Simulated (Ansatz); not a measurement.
System: CH₇SbSi (SMILES [CH3][SbH][SiH3]).

The calculation's input:

```
crystal:
  periodic: [false, false, false]
  atoms:
    - {symbol: C, position_ang: [-0.973403, 1.240859, -0.736081]}
    - {symbol: Sb, position_ang: [-0.667203, -0.893588, -0.971156]}
    - {symbol: Si, position_ang: [0.816725, -1.083587, 1.119352]}
    - {symbol: H, position_ang: [-0.036479, 1.751024, -0.521531]}
    - {symbol: H, position_ang: [-1.675717, 1.401781, 0.081707]}
    - {symbol: H, position_ang: [-1.405132, 1.633057, -1.656398]}
    - {symbol: H, position_ang: [0.718025, -0.717347, -1.961558]}
    - {symbol: H, position_ang: [1.537969, -2.384488, 1.122521]}
    - {symbol: H, position_ang: [-0.042658, -1.020660, 2.333198]}
    - {symbol: H, position_ang: [1.810973, 0.021750, 1.192945]}
basis:
  gaussian: {orbitals: def2-TZVPP}
hamiltonian: {xc: pbe0, dispersion: d4}
output: {orbitals: {seedname: orbitals}}
```

Run with:

```sh
ansatz run in.yaml --threads 4 --pin off --events-out ev --progress --plain --max-ram 10444MiB
```

Geometry: PBE0-D4/def2-TZVP; core potentials replace the inner electrons of Sb.

Computed with RKS PBE0-D4/def2-TZVPP (Ansatz).

### What can the converged electron density and electron localisation function tell about the bonding?

C–Sb (2.17 Å): ρ at the midpoint is about 0.71 e/Å³; the ELF peaks at about 0.90 in the valence shell of C, 0.7 Å from its nucleus, and drops to about 0.20 between the two atoms.
Si–Sb (2.57 Å): ρ is about 0.53 e/Å³ halfway; the ELF peaks at about 0.95 between the atoms; a shared electron pair.
C–H (1.09 Å): ρ is about 2 e/Å³ halfway; the ELF climbs to about 1 towards the hydrogen, as it does in any bond to H (an ordinary covalent bond to hydrogen).

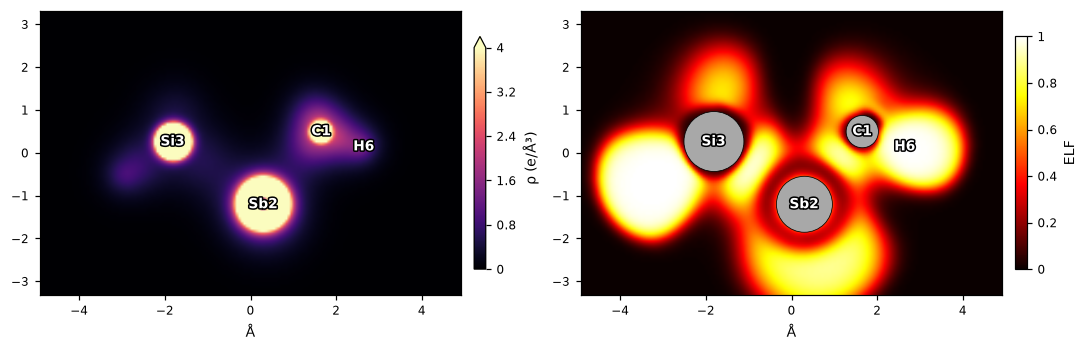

Computed electron density and electron localisation function on the plane of atoms C1, Sb2 and Si3, in this order. Grey discs cover the atomic cores in the ELF map. 
